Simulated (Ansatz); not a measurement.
## Geometry relaxation of C2H11NOSi2 (part 1 of 2)

- system: C2H11NOSi2
- method: RKS r2SCAN/STO-3G (Ansatz 0.2.0)

It belongs to a series of runs on one base structure; here: start relaxed. Figures and captions count atoms from 1; the log counts them from 0 in places.

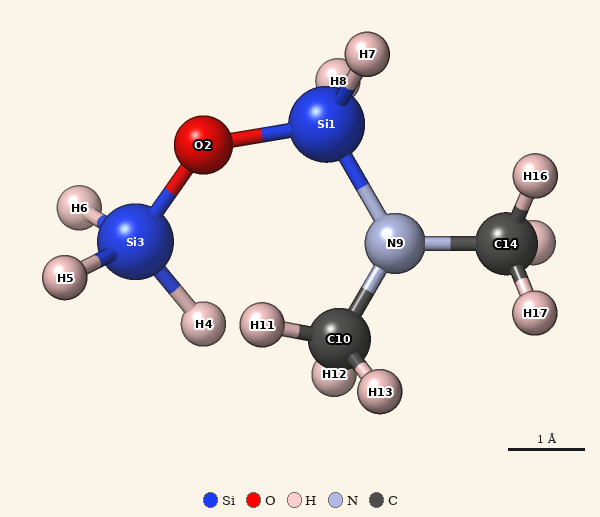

Fig. 1: The structure as given in the input (ball-and-stick view, seen on its broad side; atoms are numbered from 1 in the order of the input). Bond lengths as drawn: C–H 1.11 Å, C–N 1.47 Å, H–Si 1.46 Å, N–Si 1.82 Å and O–Si 1.68 Å.

## Input file
```yaml
crystal:
  periodic: [false, false, false]
  atoms:
    - { symbol: Si, position_ang: [0.0, 0.0, 0.0] }
    - { symbol: O, position_ang: [0.0, 0.0, 1.68] }
    - { symbol: Si, position_ang: [-1.3147, -0.4067, 2.6436] }
    - { symbol: H, position_ang: [-2.239, -1.2403, 1.8804] }
    - { symbol: H, position_ang: [-0.8506, -1.1432, 3.8157] }
    - { symbol: H, position_ang: [-1.9987, 0.8095, 3.0733] }
    - { symbol: H, position_ang: [1.3768, 0.0, -0.4862] }
    - { symbol: H, position_ang: [-0.6877, 1.1914, -0.4862] }
    - { symbol: "N", position_ang: [-0.8572, -1.4851, -0.6061] }
    - { symbol: C, position_ang: [-1.5991, -2.3398, 0.332] }
    - { symbol: H, position_ang: [-1.2218, -2.1735, 1.3626] }
    - { symbol: H, position_ang: [-2.6791, -2.0872, 0.2887] }
    - { symbol: H, position_ang: [-1.4574, -3.4051, 0.0541] }
    - { symbol: C, position_ang: [-0.8082, -1.8308, -2.034] }
    - { symbol: H, position_ang: [-1.6103, -1.2865, -2.5747] }
    - { symbol: H, position_ang: [0.1794, -1.5432, -2.4511] }
    - { symbol: H, position_ang: [-0.9565, -2.9241, -2.1559] }
basis:
  gaussian: { orbitals: STO-3G }
hamiltonian:
  xc: r2scan
relax:
  f_tol: 0.02
  max_steps: 40
output:
  orbitals: {}
```

Machine: 1 thread of Arm Neoverse V1, 24 GiB of memory available, shared host.

Launch command:
```bash
ansatz run input.yaml --threads 1 --pin off --max-ram 2048MiB --backend cpu --events-out ev --progress --plain --runs-dir out
```

## The program's output
```
The last accepted step is kept in [file] (removed where the run ends without a failure and the disk answers)
Engine: ansatz 0.2.0, aarch64-unknown-linux-gnu
Functional definition: r2SCAN
  parameter k0 = 0.174
  parameter k1 = 0.065
  parameter a1 = 4.9479
  exchange = r2scan_x(k0 = k0, k1 = k1, a1 = a1)
  correlation = r2scan_c
701 factors; integrals over basis functions are off by at most 1.4e-5 eV
mean field evaluation 1: about -21281.8330 eV, gradient 3.3e1 eV
mean field evaluation 2: about -21279.8619 eV, gradient 4.4e1 eV
mean field evaluation 4: about -21285.2137 eV, gradient 2.0e0 eV
mean field evaluation 8: about -21285.1020 eV, gradient 1.8e-2 eV
mean field -21285.10197786 eV, -782.2130701259 hartree, gradient 8.7e-6 eV, S^2 0.000000; 0 other end points of the search recorded, 0 dependent functions left out
the calculation of the forces begins
reference -21285.10198603 eV, -782.2130704263 hartree; 33, 33 occupied and 16, 16 virtual orbitals, 701 factors
relax step   1: F+E_penalty+E_count = -21285.10197786 eV  Δ(F+E_penalty+E_count) = +0.000e0 eV  max|allowed force component| = 1.948e0 eV/Å  Δτ_max = 0.0000 Å  (23 SCF iters, accepted)
these checks for a lower state are left out or cut short: starts, cluster_reference, orbital_swaps, neighbouring_geometries, increment
701 factors; integrals over basis functions are off by at most 1.6e-5 eV
mean field evaluation 16: about -21285.8926 eV, gradient 4.4e0 eV
mean field -21285.88586240 eV, -782.2418773516 hartree, gradient 8.9e-6 eV, S^2 0.000000; 0 other end points of the search recorded, 0 dependent functions left out
[... from here on the field's lines of each further geometry are left out, up to the last ...]
relax step   2: F+E_penalty+E_count = -21285.88586240 eV  Δ(F+E_penalty+E_count) = -7.839e-1 eV  max|allowed force component| = 7.125e-1 eV/Å  Δτ_max = 0.1949 Å  (27 SCF iters, accepted)
relax step   3: F+E_penalty+E_count = -21286.19401694 eV  Δ(F+E_penalty+E_count) = -3.082e-1 eV  max|allowed force component| = 5.408e-1 eV/Å  Δτ_max = 0.1661 Å  (24 SCF iters, accepted)
relax step   4: F+E_penalty+E_count = -21286.37433294 eV  Δ(F+E_penalty+E_count) = -1.803e-1 eV  max|allowed force component| = 5.880e-1 eV/Å  Δτ_max = 0.1996 Å  (25 SCF iters, accepted)
relax step   5: F+E_penalty+E_count = -21286.42816399 eV  Δ(F+E_penalty+E_count) = -5.383e-2 eV  max|allowed force component| = 5.561e-1 eV/Å  Δτ_max = 0.1076 Å  (25 SCF iters, accepted)
relax step   6: F+E_penalty+E_count = -21286.54009786 eV  Δ(F+E_penalty+E_count) = -1.119e-1 eV  max|allowed force component| = 3.632e-1 eV/Å  Δτ_max = 0.1996 Å  (24 SCF iters, accepted)
relax step   7: F+E_penalty+E_count = -21286.61552539 eV  Δ(F+E_penalty+E_count) = -7.543e-2 eV  max|allowed force component| = 3.523e-1 eV/Å  Δτ_max = 0.2000 Å  (24 SCF iters, accepted)
relax step   8: F+E_penalty+E_count = -21286.63462234 eV  Δ(F+E_penalty+E_count) = -1.910e-2 eV  max|allowed force component| = 2.094e-1 eV/Å  Δτ_max = 0.0990 Å  (24 SCF iters, accepted)
relax step   9: F+E_penalty+E_count = -21286.64211599 eV  Δ(F+E_penalty+E_count) = -7.494e-3 eV  max|allowed force component| = 2.194e-1 eV/Å  Δτ_max = 0.0942 Å  (25 SCF iters, accepted)
relax step  10: F+E_penalty+E_count = -21286.65174398 eV  Δ(F+E_penalty+E_count) = -9.628e-3 eV  max|allowed force component| = 5.205e-2 eV/Å  Δτ_max = 0.0803 Å  (25 SCF iters, accepted)
relax step  11: F+E_penalty+E_count = -21286.65658333 eV  Δ(F+E_penalty+E_count) = -4.839e-3 eV  max|allowed force component| = 6.333e-2 eV/Å  Δτ_max = 0.1075 Å  (24 SCF iters, accepted)
relax step  12: F+E_penalty+E_count = -21286.65926880 eV  Δ(F+E_penalty+E_count) = -2.685e-3 eV  max|allowed force component| = 7.728e-2 eV/Å  Δτ_max = 0.1237 Å  (24 SCF iters, accepted)
relax step  13: F+E_penalty+E_count = -21286.66082495 eV  Δ(F+E_penalty+E_count) = -1.556e-3 eV  max|allowed force component| = 6.698e-2 eV/Å  Δτ_max = 0.0476 Å  (25 SCF iters, accepted)
relax step  14: F+E_penalty+E_count = -21286.66233799 eV  Δ(F+E_penalty+E_count) = -1.513e-3 eV  max|allowed force component| = 5.220e-2 eV/Å  Δτ_max = 0.0839 Å  (25 SCF iters, accepted)
relax step  15: F+E_penalty+E_count = -21286.66293907 eV  Δ(F+E_penalty+E_count) = -6.011e-4 eV  max|allowed force component| = 3.706e-2 eV/Å  Δτ_max = 0.0542 Å  (25 SCF iters, accepted)
relax step  16: F+E_penalty+E_count = -21286.66321045 eV  Δ(F+E_penalty+E_count) = -2.714e-4 eV  max|allowed force component| = 2.200e-2 eV/Å  Δτ_max = 0.0327 Å  (25 SCF iters, accepted)
relax step  17: F+E_penalty+E_count = -21286.66337641 eV  Δ(F+E_penalty+E_count) = -1.660e-4 eV  max|allowed force component| = 1.467e-2 eV/Å  Δτ_max = 0.0306 Å  (26 SCF iters, accepted)
relax step  18: F+E_penalty+E_count = -21286.66346046 eV  Δ(F+E_penalty+E_count) = -8.405e-5 eV  max|allowed force component| = 1.255e-2 eV/Å  Δτ_max = 0.0302 Å  (25 SCF iters, accepted)
relax step  19: F+E_penalty+E_count = -21286.66351510 eV  Δ(F+E_penalty+E_count) = -5.464e-5 eV  max|allowed force component| = 9.047e-3 eV/Å  Δτ_max = 0.0273 Å  (25 SCF iters, accepted)
the calculation of the forces begins
reference -21286.66356158 eV, -782.2704572694 hartree; 33, 33 occupied and 16, 16 virtual orbitals, 703 factors
relax step  20: F+E_penalty+E_count = -21286.66355347 eV  Δ(F+E_penalty+E_count) = -3.837e-5 eV  max|allowed force component| = 7.620e-3 eV/Å  Δτ_max = 0.0255 Å  (25 SCF iters, accepted)
703 factors; integrals over basis functions are off by at most 2.4e-5 eV
mean field evaluation 160: about -21286.6636 eV, gradient 1.9e-3 eV
```

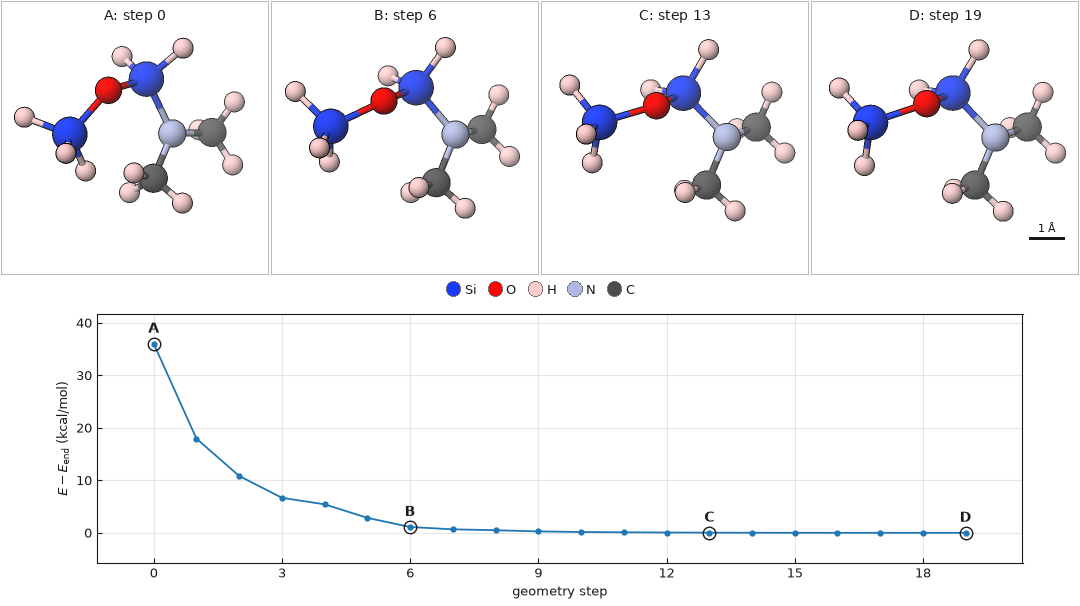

Fig. 2: Frames of the relaxation (ball-and-stick view, seen at a tilt) above the curves, on which the letters mark them (the first geometry is step 0 here and step 1 in the log).

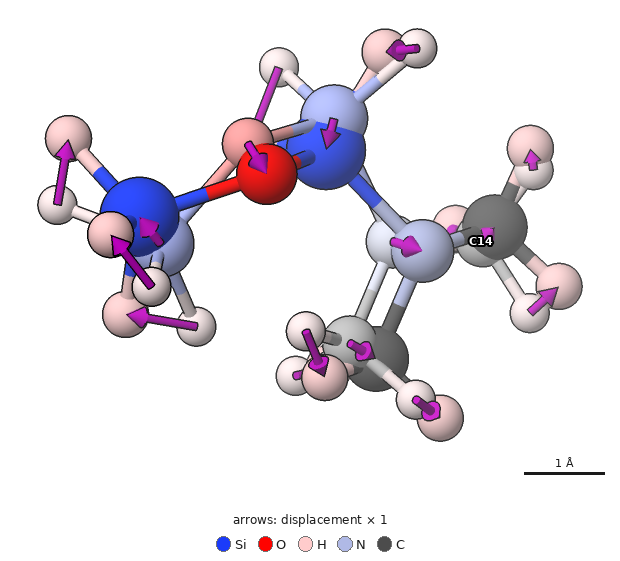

Fig. 3: Start (faint) and end (solid) with the displacements as pink arrows, at true length (ball-and-stick view, seen at a tilt). The two geometries are laid on each other by the best rigid fit. After 19 geometry steps the energy has fallen by 36.0 kcal/mol. The largest force component goes from 1.9 to 0.0076 eV/Å. The atom that moves furthest after the best rigid fit is H8 (1.03 Å). Largest moves by element: H 1.03 Å, O 0.53 Å, N 0.52 Å, Si 0.50 Å, C 0.49 Å. Distances before and after: Si1–N9 1.819 → 1.786 Å, N9–C10 1.470 → 1.498 Å, O2–Si3 1.680 → 1.699 Å, Si1–H7 1.460 → 1.449 Å. Among the angles that change: C10–N9–C14 120.0° → 109.0°, Si1–N9–C14 120.0° → 112.9°, Si1–O2–Si3 125.0° → 117.9°. (Atoms are counted from 1 in the order of the input.)

```
mean field -21286.66355347 eV, -782.2704569711 hartree, gradient 2.7e-5 eV, S^2 0.000000; 1 other end points of the search recorded, 0 dependent functions left out
the calculation of the forces begins
reference -21286.66356158 eV, -782.2704572694 hartree; 33, 33 occupied and 16, 16 virtual orbitals, 703 factors
Total energy: -21286.66356158 eV, -782.2704572694 hartree
Atom 0 at    -0.294416    -0.249801     0.161240 Å, force     0.001700    -0.000243     0.005444 eV/Å
Atom 1 at     0.050737    -0.460844     1.802891 Å, force    -0.004317     0.002161    -0.001443 eV/Å
Atom 2 at    -1.151181    -0.038366     2.927671 Å, force     0.001131     0.001410    -0.003479 eV/Å
Atom 3 at    -2.393585    -0.766749     2.727960 Å, force     0.003462     0.001863     0.001597 eV/Å
Atom 4 at    -0.613634    -0.364277     4.229999 Å, force    -0.001782     0.001283    -0.000290 eV/Å
Atom 5 at    -1.465199     1.380303     2.879152 Å, force     0.000100    -0.005355     0.000859 eV/Å
Atom 6 at     0.852708     0.339218    -0.499608 Å, force    -0.000933     0.002322    -0.000062 eV/Å
Atom 7 at    -1.466484     0.600599    -0.051740 Å, force     0.000384     0.001599    -0.001573 eV/Å
Atom 8 at    -0.486793    -1.868232    -0.568022 Å, force     0.007451    -0.006138     0.003412 eV/Å
Atom 9 at    -1.679608    -2.619056    -0.061528 Å, force    -0.004070    -0.003340    -0.001456 eV/Å
Atom 10 at    -1.630837    -2.675192     1.039001 Å, force     0.000761     0.000305     0.000701 eV/Å
Atom 11 at    -2.657346    -2.168672    -0.344057 Å, force    -0.001033     0.000958     0.000239 eV/Å
Atom 12 at    -1.662479    -3.649267    -0.459842 Å, force    -0.000228     0.001641     0.000231 eV/Å
Atom 13 at    -0.532546    -1.830126    -2.064508 Å, force    -0.002894     0.001218    -0.007620 eV/Å
Atom 14 at    -1.438282    -1.336213    -2.481792 Å, force     0.000466    -0.000112     0.001209 eV/Å
Atom 15 at     0.354966    -1.295391    -2.442967 Å, force    -0.000020    -0.000419     0.001776 eV/Å
Atom 16 at    -0.510119    -2.862533    -2.457651 Å, force    -0.000178     0.000846     0.000456 eV/Å
Dipole moment:    -0.270119     0.171289    -0.060305 e Å
```

## Trajectory as extended XYZ (Å, eV, eV/Å), 20 frames, from step=1 to step=20
```
17
Properties=species:S:1:pos:R:3:forces:R:3 step=1 energy=-21285.10198
Si    0.0000    0.0000    0.0000   -1.2070  -1.4183  -0.1678
O     0.0000    0.0000    1.6800    0.8204  -0.1282  -0.1039
Si   -1.3147   -0.4067    2.6436   -0.9785   0.7703   0.3615
H    -2.2390   -1.2403    1.8804   -0.8499   1.7690   1.9484
H    -0.8506   -1.1432    3.8157    0.0495   0.1787  -0.2527
H    -1.9987    0.8095    3.0733    0.1753  -0.0818   0.1153
H     1.3768    0.0000   -0.4862   -0.1662   0.0617   0.1021
H    -0.6877    1.1914   -0.4862    0.0811   0.0624  -0.1441
N    -0.8572   -1.4851   -0.6061    1.8131   1.5896   1.1958
C    -1.5991   -2.3398    0.3320    0.9730  -0.9792  -1.6871
H    -1.2218   -2.1735    1.3626    0.2034  -1.2747  -1.5005
H    -2.6791   -2.0872    0.2887   -0.2633  -0.4695   0.4454
H    -1.4574   -3.4051    0.0541   -0.2202  -0.0328  -0.0081
C    -0.8082   -1.8308   -2.0340   -0.3215   0.0175   0.6212
H    -1.6103   -1.2865   -2.5747    0.0592  -0.2068  -0.5875
H     0.1794   -1.5432   -2.4511   -0.2030  -0.0730  -0.1572
H    -0.9565   -2.9241   -2.1559    0.0347   0.2151  -0.1806
17
Properties=species:S:1:pos:R:3:forces:R:3 step=2 energy=-21285.88586
Si   -0.0179   -0.0120    0.0141   -0.5537  -0.6908  -0.2029
O     0.0123   -0.0157    1.6930    0.3829  -0.1189   0.0692
Si   -1.3221   -0.3462    2.6761   -0.2832   0.0103  -0.0355
H    -2.3336   -1.1209    2.0020   -0.4590   0.5429   0.6057
H    -0.8489   -1.1237    3.8118    0.0175   0.2552  -0.0741
H    -1.9907    0.8556    3.1031    0.1485   0.3981   0.2764
H     1.3582    0.0033   -0.4758   -0.1687   0.0463   0.1350
H    -0.6836    1.1886   -0.4900   -0.0224  -0.0438  -0.0498
N    -0.8127   -1.4843   -0.5996    0.7125   0.2725   0.3682
C    -1.5749   -2.3867    0.2703   -0.0436   0.2644  -0.2532
H    -1.1829   -2.2759    1.2871    0.0840  -0.4956  -0.0994
H    -2.6651   -2.1294    0.3027    0.1896  -0.4188   0.0503
H    -1.4624   -3.4461    0.0018    0.0055  -0.2426  -0.4513
C    -0.8091   -1.8204   -2.0299    0.0450   0.1307   0.0610
H    -1.6069   -1.2952   -2.5998    0.0125  -0.0679  -0.1899
H     0.1704   -1.5445   -2.4672   -0.0998   0.0014  -0.1833
H    -0.9542   -2.9110   -2.1632    0.0324   0.1565  -0.0263
17
Properties=species:S:1:pos:R:3:forces:R:3 step=3 energy=-21286.19402
Si   -0.0362   -0.0483    0.0340   -0.1380  -0.1937  -0.2034
O     0.0205   -0.0423    1.7125    0.1003  -0.1106   0.1459
Si   -1.3301   -0.2668    2.7154    0.1026  -0.3478  -0.1776
H    -2.4008   -1.0029    2.0975   -0.3076   0.0976   0.0856
H    -0.8583   -1.0449    3.8483   -0.0259   0.2226  -0.0036
H    -1.9359    0.9598    3.1485    0.1359   0.5262   0.2199
H     1.3400   -0.0179   -0.4537   -0.1585   0.0651   0.1351
H    -0.7011    1.1501   -0.4807   -0.0759  -0.0803  -0.0106
N    -0.7773   -1.5182   -0.5958    0.2853  -0.1891   0.0869
C    -1.5550   -2.4536    0.2262   -0.5408   0.5399   0.0441
H    -1.1946   -2.3876    1.2548    0.1226  -0.1809   0.3273
H    -2.6568   -2.2260    0.2530    0.3750  -0.2600  -0.0564
H    -1.4308   -3.4976   -0.0818    0.0871  -0.3297  -0.4379
C    -0.8055   -1.8007   -2.0405    0.0673   0.0853  -0.0913
H    -1.6256   -1.2843   -2.5896    0.0029  -0.0185  -0.0174
H     0.1530   -1.4947   -2.5035   -0.0649   0.0401  -0.0639
H    -0.9296   -2.8888   -2.2085    0.0326   0.1338   0.0172
17
Properties=species:S:1:pos:R:3:forces:R:3 step=4 energy=-21286.37433
Si   -0.0661   -0.1023    0.0652    0.2395   0.0620  -0.3646
O     0.0197   -0.1042    1.7337    0.2495  -0.0366   0.0268
Si   -1.3370   -0.1795    2.7276   -0.0141  -0.2514   0.3544
H    -2.4527   -0.8783    2.1339   -0.2283   0.0740   0.0270
H    -0.8752   -0.9244    3.8845   -0.1638   0.0836   0.0333
H    -1.8131    1.1162    3.1667    0.0959   0.1742  -0.0670
H     1.3107   -0.0456   -0.4118   -0.1481   0.1250   0.0421
H    -0.7617    1.0800   -0.4455   -0.0903  -0.0669  -0.0131
N    -0.7397   -1.5862   -0.5813    0.2528  -0.0687   0.0672
C    -1.5385   -2.5426    0.1966   -0.5880   0.1856  -0.2082
H    -1.2205   -2.5259    1.2475    0.1095  -0.0626   0.1502
H    -2.6455   -2.3435    0.1812    0.3522  -0.0938   0.0025
H    -1.3904   -3.5657   -0.1859    0.0460  -0.1639  -0.0894
C    -0.7996   -1.7681   -2.0441   -0.0451  -0.0988  -0.1027
H    -1.6609   -1.2537   -2.5351    0.0687  -0.0735   0.0394
H     0.1296   -1.3896   -2.5212   -0.1587  -0.0085   0.1124
H    -0.8831   -2.8511   -2.2758    0.0224   0.2204  -0.0104
17
Properties=species:S:1:pos:R:3:forces:R:3 step=5 energy=-21286.42816
Si   -0.0678   -0.1329    0.0689    0.2524   0.1928   0.1016
O     0.0355   -0.1439    1.7496   -0.3070  -0.0390   0.1652
Si   -1.3485   -0.1362    2.7554    0.4853  -0.0364  -0.0212
H    -2.5002   -0.8013    2.1807   -0.1155   0.0824   0.0095
H    -0.9070   -0.8637    3.9299   -0.1689   0.0300   0.0155
H    -1.7485    1.2008    3.1825    0.1107  -0.0860  -0.2103
H     1.3069   -0.0458   -0.4058   -0.1422   0.1243   0.0173
H    -0.7912    1.0342   -0.4403   -0.0869  -0.0720  -0.0012
N    -0.6978   -1.6319   -0.5784    0.1647  -0.0990  -0.0870
C    -1.5265   -2.5881    0.1726   -0.5561   0.0226  -0.2226
H    -1.2363   -2.5945    1.2359    0.1041  -0.0069   0.0055
H    -2.6340   -2.3919    0.1310    0.3788  -0.0042   0.0002
H    -1.3728   -3.6049   -0.2354    0.0167  -0.0553   0.0548
C    -0.7982   -1.7556   -2.0490   -0.0193  -0.1458  -0.2054
H    -1.6952   -1.2551   -2.4969    0.1598  -0.1408   0.1184
H     0.1022   -1.3194   -2.5418   -0.2722  -0.0925   0.2459
H    -0.8446   -2.8343   -2.3229   -0.0044   0.3258   0.0140
17
Properties=species:S:1:pos:R:3:forces:R:3 step=6 energy=-21286.54010
Si   -0.0840   -0.1698    0.0971    0.1526   0.1930  -0.0663
O     0.0498   -0.2453    1.7720    0.0358  -0.1391   0.0299
Si   -1.3136   -0.1087    2.7698   -0.3296   0.2462   0.0999
H    -2.5368   -0.6728    2.2096    0.1492   0.0346   0.0327
H    -0.9896   -0.8135    3.9980   -0.0261   0.1002  -0.1013
H    -1.6057    1.2946    3.0793    0.1441  -0.2940  -0.0613
H     1.2657    0.0637   -0.4040   -0.2204  -0.0053   0.0183
H    -0.9283    0.9383   -0.3740   -0.0127  -0.1591   0.0978
N    -0.5879   -1.7258   -0.5704    0.0743  -0.2564  -0.0668
C    -1.5157   -2.6420    0.1359   -0.1982   0.1547   0.0366
H    -1.2406   -2.6856    1.2049   -0.0287   0.0284  -0.0283
H    -2.6014   -2.3657    0.0699    0.3026  -0.0369  -0.0040
H    -1.4123   -3.6646   -0.2781   -0.0162   0.0842  -0.0103
C    -0.7790   -1.7556   -2.0402    0.0098   0.0587  -0.3632
H    -1.7187   -1.2580   -2.4002    0.2305  -0.1516   0.1252
H     0.0791   -1.2442   -2.5342   -0.2843  -0.1595   0.1477
H    -0.8050   -2.8096   -2.3991    0.0172   0.3021   0.1134
```
